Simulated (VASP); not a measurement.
Band structure of GaN (wurtzite). Level of theory: optB86b-vdW, VASP's PBE PAW potentials (set 64) (plane waves; VASP 6.6.1).

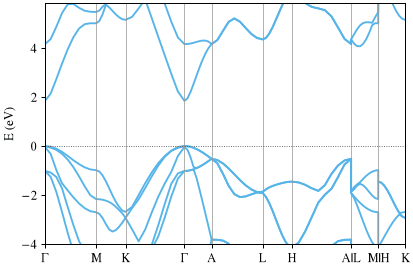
Figure: Bands along high-symmetry lines, zero at the valence-band maximum or, without a gap, the Fermi level

### Question
Read the plot: is there a gap, and where are the band edges?

### Answer
The gap is direct, 1.84 eV, from the valence maximum at Γ to the conduction minimum at Γ. (Edges off the drawn lines would not show.)

Measured: gap 3.68 eV (computed value off by -1.84 eV), as given by Wei Chen et al., Physical Review Materials (2018), doi:10.1103/physrevmaterials.2.073803 [zero-point renormalisation of 0.17 eV added back (the table's ZPR column)].

The compound is GaN in the wurtzite structure. It was relaxed first.
